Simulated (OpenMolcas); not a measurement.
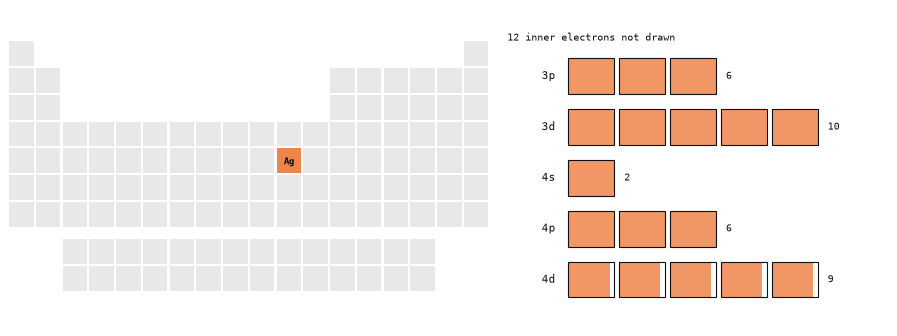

Figure 1. Left, the place of silver in the periodic table; right, the outer shells of the leading configuration of the lowest level: a box for each of the 2l + 1 orbitals, shaded by the share of the shell that is filled, with the electron count at the right.

# Run report: Ag²⁺ complex, multiconfigurational calculation

System: Ag²⁺ with 6 ligands (Cl; octahedron, 2.742 Å), embedded in NaCl by model potentials and point charges, whose field is part of the energies.
Method: state-averaged CASSCF, active space 9 electrons in the shell 4d, basis ANO-RCC-VDZP on the metal and ANO-RCC-VDZP on the ligands, DKH2 scalar Hamiltonian, spin-orbit coupling by RASSI with atomic mean-field integrals (OpenMolcas).

## Summary

```tsv
quantity	value
outcome	converged
energy of the lowest spin-free term	−8079.68202 hartree
energy of the lowest spin-orbit level	−8079.68412 hartree
largest spread among components of a term	0.0 cm⁻¹
hardware	1 thread of Arm Neoverse V1, 24 GiB of memory available, shared host
wall time	24 s
peak memory	0.38 GiB
```

## Remarks

Without dynamic correlation the splittings between terms come out too large, often by 20 to 50 %. Caveats: orbital doublet at a regular site, Jahn-Teller distortion not allowed for; the geometry is set by hand, with no relaxation.

## The input
```
&GATEWAY
Basis set
Ag.ANO-RCC-VDZP.
Ag1 0.0 0.0 0.0 Angstrom
End of basis
Basis set
Cl.ANO-RCC-VDZP.
L1 2.742000 0.000000 0.000000 Angstrom
L2 0.000000 2.742000 0.000000 Angstrom
L3 0.000000 0.000000 2.742000 Angstrom
End of basis
Basis set
Na.EMB-AIMP.Barandiaran.6s3p.1s1p.ECP.NaCl.
PseudoCharge
* 3 symmetry-unique lattice sites within 7.6 angstrom
End of basis
Basis set
Na.EMB-AIMP.Barandiaran.0s.0s.ECP.NaCl.
PseudoCharge
* 18 symmetry-unique lattice sites within 7.6 angstrom
End of basis
Basis set
Cl.EMB-AIMP.Barandiaran.0s.0s.ECP.NaCl.
PseudoCharge
* 16 symmetry-unique lattice sites within 7.6 angstrom
End of basis
Symmetry
XYZ
AngMom=0.0 0.0 0.0
AMFI
RICD
XField
1058 Angstrom 0
* Evjen-weighted lattice charges
&SEWARD
&RASSCF
FileOrb=start.orb
Symmetry=1
Spin=2
nActEl=9 0 0
Inactive=36 36
Ras2=5 0
CIRoot=5 5 1
SDav=5
CIMx=300
Iter=150 100
PrWF=0.3
OrbListing=Nothing
MaxOrb=0
LevShft=1.0
>>> COPY $Project.JobIph JOB001
&RASSI
NrOfJobIphs=1 5
1 2 3 4 5
IphNames
JOB001
EJob
SpinOrbit
DIPRint=1.0
SOCoupling=1000.0
Subsets=2
Property=9
'ANGMOM' 1 'ANGMOM' 2 'ANGMOM' 3 'MLTPL  1' 1 'MLTPL  1' 2 'MLTPL  1' 3
'AMFI' 1 'AMFI' 2 'AMFI' 3
SOProperty=3
'ANGMOM' 1 'ANGMOM' 2 'ANGMOM' 3
```

The file start.orb holds starting orbitals from an earlier step. A driver script formed the levels outside the program, from RASSI's spin-orbit matrix and the active-space energies, averaged over the components of each term or state.

Command:
```bash
OMP_NUM_THREADS=1 MOLCAS_MEM=2457 MOLCAS_PROJECT=a pymolcas a.inp > a.log  # once for each step of the input, in one work folder
```

## Output (extracts)
```
--- SEWARD ---
Basis set label: AG.ANO-RCC...6S5P3D1F.

      Electronic valence basis set:
      ------------------
      Associated Effective Charge  47.000000 au
      Associated Actual Charge     47.000000 au
      Nuclear Model: Point charge

      Shell  nPrim  nBasis  Cartesian Spherical Contaminant
         s      21       6        X
         p      18       5        X
         d      13       3                 X
         f       6       1                 X
                  Relativistic Douglas-Kroll-Hess integrals:
                    - DKH order of Hamiltonian: 2
                    - DKH order of Properties : 0
                  Atomic mean-field integrals
--- RASSCF ---
Wave function specifications:
      -----------------------------

      Number of closed shell electrons         144
      Number of electrons in active shells       9
      Max number of holes in RAS1 space          0
      Max nr of electrons in RAS3 space          0
      Number of inactive orbitals               72
      Number of active orbitals                  5
      Number of secondary orbitals              98
      Spin quantum number                      0.5
      State symmetry                             1
Orbital specifications:
      -----------------------

      Symmetry species                           1   2
                                                ag  au
      Frozen orbitals                            0   0
      Inactive orbitals                         36  36
      Active orbitals                            5   0
      RAS1 orbitals                              0   0
      RAS2 orbitals                              5   0
      RAS3 orbitals                              0   0
      Secondary orbitals                        46  52
      Deleted orbitals                           0   0
      Number of basis functions                 87  88
      Number of CSFs                             5
      Number of root(s) required                 5
      Iter CI   SX   CI       RASSCF       Energy    max ROT     max BLB   max BLB  Level Ln srch  Step   QN
          iter iter root      energy       change     param      element    value   shift minimum  type update
 Nr of preliminary CI iterations:   1
      Total energies have been shifted. Add                -8000.00 au
        1   1    9    0   -79.32341204    0.00E+00  -5.18E-02   41  47 1  2.40E-01*  1.51   0.00    SX    NO
        2   1    9    0   -79.55598642   -2.33E-01* -5.15E-02   14  44 2  1.15E-01*  1.33   0.00    SX    NO
        3   1    9    0   -79.61848747   -6.25E-02* -4.36E-02   14  44 2  7.57E-02*  1.28   0.00    SX    NO
        4   1    9    0   -79.64075082   -2.23E-02* -3.44E-02   14  44 2  5.00E-02*  1.24   0.00    SX    NO
        5   1    9    0   -79.65064725   -9.90E-03* -4.22E-02   14  42 1  3.52E-02*  1.22   2.50    LS   YES
        6   1    9    0   -79.65770449   -7.06E-03* -2.66E-02   14  42 1  1.84E-02*  1.19   1.71    LS   YES
        7   1    9    0   -79.65919110   -1.49E-03* -1.66E-02   41  47 1 -1.03E-02*  1.17   1.13    QN   YES
        8   1    8    0   -79.66067469   -1.48E-03* -1.89E-02   23  59 1  4.68E-03*  1.17   2.24    LS   YES
        9   1    8    0   -79.66132131   -6.47E-04* -4.95E-03   12  44 2  3.64E-03*  1.16   1.08    QN   YES
       10   1    8    0   -79.66149198   -1.71E-04* -3.55E-03   16  45 2  1.85E-03*  1.16   1.73    LS   YES
        ...
       20   1    6    0   -79.66161459   -1.60E-07* -1.18E-04   36  73 1 -5.66E-05   1.16   1.89    LS   YES
       21   1    5    0   -79.66161463   -4.57E-08*  5.09E-05    8  47 1  1.08E-04*  1.16   1.00    QN   YES
       22   1    5    0   -79.66161466   -2.21E-08*  6.48E-05    8  47 1  3.00E-05   1.16   1.83    QN   YES
       23   1    4    0   -79.66161466   -8.08E-09   2.98E-05    8  47 1 -1.20E-05   1.16   1.15    QN   YES
      Convergence after 23 iterations
       24   1    4    0   -79.66161467   -1.21E-09   2.98E-05    8  47 1 -9.11E-06   1.16   1.15    QN   YES
      Natural orbitals and occupation numbers for root  1
      sym 1:   2.000000   2.000000   1.000000   2.000000   2.000000
      Natural orbitals and occupation numbers for root  2
      sym 1:   2.000000   2.000000   2.000000   2.000000   1.000000
      Natural orbitals and occupation numbers for root  3
      sym 1:   2.000000   2.000000   2.000000   1.000000   2.000000
::    RASSCF root number  1 Total energy:  -8079.68201838
::    RASSCF root number  2 Total energy:  -8079.68201838
::    RASSCF root number  3 Total energy:  -8079.64801219
::    RASSCF root number  4 Total energy:  -8079.64801219
::    RASSCF root number  5 Total energy:  -8079.64801219
--- RASSI ---
SPIN-FREE ENERGIES:
  (Shifted by EMIN (a.u.) =      -8079.6820183771)

 SF State       Relative EMIN(au)   Rel lowest level(eV)    D:o, cm**(-1)

     1             0.0000000000        0.0000000000              0.0000
     2             0.0000000000        0.0000000000              0.0000
     3             0.0340061851        0.9253554375           7463.4949
     4             0.0340061851        0.9253554375           7463.4949
     5             0.0340061851        0.9253554375           7463.4949
     Dipole printing threshold changed to   1.00000000E+00
Eigenvalues of complex Hamiltonian:
   -----------------------------------
  (Shifted by EMIN (a.u.) =      -8079.6820183771)

 SO State       Relative EMIN(au)   Rel lowest level(eV)    D:o, cm**(-1)

     1            -0.0020975370        0.0000000001              0.0000
     2            -0.0020975370        0.0000000001              0.0000
     3            -0.0020975370        0.0000000000              0.0000
     4            -0.0020975370        0.0000000000              0.0000
     5             0.0260704525        0.7664900439           6182.1591
     6             0.0260704525        0.7664900439           6182.1591
     7             0.0400715884        1.1474803610           9255.0533
     8             0.0400715884        1.1474803611           9255.0533
     9             0.0400715884        1.1474803610           9255.0533
    10             0.0400715884        1.1474803611           9255.0533
Weights of the five most important spin-orbit-free states for each spin-orbit state.

 SO State  Total energy (au)           Spin-free states, spin, and weights
 -------------------------------------------------------------------------------------------------------
    1        -0.002098       2 0.5  0.9473    5 0.5  0.0301    4 0.5  0.0181    1 0.5  0.0030    3 0.5  0.0016
    2        -0.002098       2 0.5  0.9473    5 0.5  0.0301    4 0.5  0.0180    1 0.5  0.0030    3 0.5  0.0016
    3        -0.002098       1 0.5  0.9473    3 0.5  0.0316    4 0.5  0.0151    5 0.5  0.0031    2 0.5  0.0030
    4        -0.002098       1 0.5  0.9473    3 0.5  0.0315    4 0.5  0.0151    5 0.5  0.0031    2 0.5  0.0030
    5         0.026070       4 0.5  0.3333    3 0.5  0.3333    5 0.5  0.3333    1 0.5  0.0000    2 0.5  0.0000
    6         0.026070       4 0.5  0.3333    3 0.5  0.3333    5 0.5  0.3333    1 0.5  0.0000    2 0.5  0.0000
    7         0.040072       5 0.5  0.5706    4 0.5  0.3513    2 0.5  0.0496    3 0.5  0.0284    1 0.5  0.0001
    8         0.040072       3 0.5  0.6051    4 0.5  0.2822    5 0.5  0.0629    1 0.5  0.0496    2 0.5  0.0001
    9         0.040072       5 0.5  0.5706    4 0.5  0.3513    2 0.5  0.0496    3 0.5  0.0284    1 0.5  0.0001
   10         0.040072       3 0.5  0.6051    4 0.5  0.2822    5 0.5  0.0629    1 0.5  0.0496    2 0.5  0.0001
 -------------------------------------------------------------------------------------------------------
```

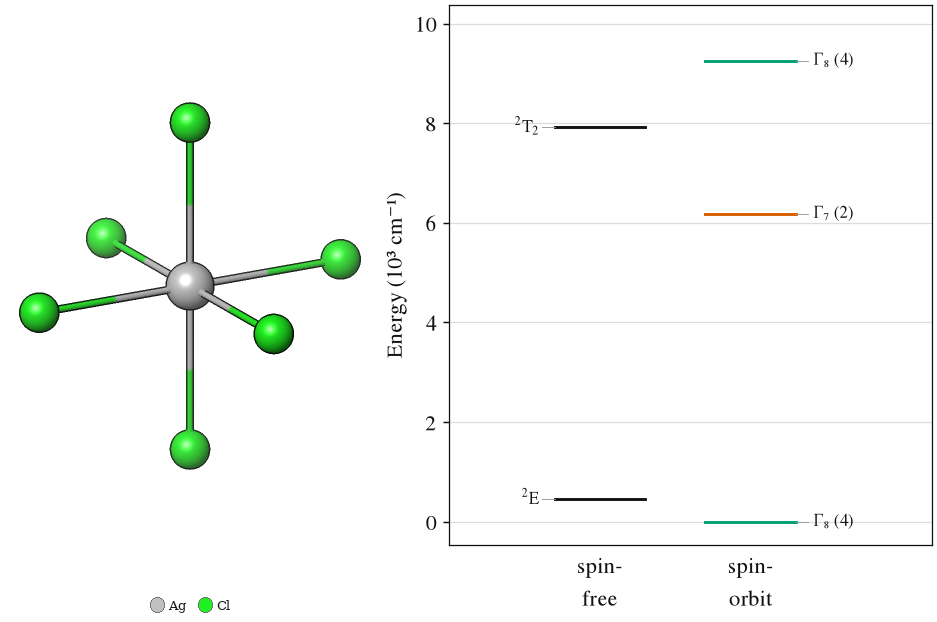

Figure 2. Ag²⁺ (4d⁹) as a dopant in NaCl, a cluster with its 6 nearest Cl⁻ at 2.742 Å (octahedron) embedded in model potentials and point charges; the geometry was set, not optimised, and its levels. Labels give the representation in O, Td, D4 or D3 as the site allows (double group for half-integer spin) where it could be assigned and, in brackets, the degeneracy; spin-free states, where drawn, share the zero of the spin-orbit levels. The ground level is Γ₈, 4-fold degenerate, 100 % from states of spin multiplicity 2. The next level lies at 6,180 cm⁻¹ (Γ₇). The lowest spin-free state is ²E; of the same spin there follows at 7,460 cm⁻¹ (²T₂) above it. A ligand-field fit to the spin-free states gives |10Dq| = 7,460 cm⁻¹. The active orbitals hold 82 to 96 % metal character (Löwdin), and the Mulliken charge of the metal is +0.96.
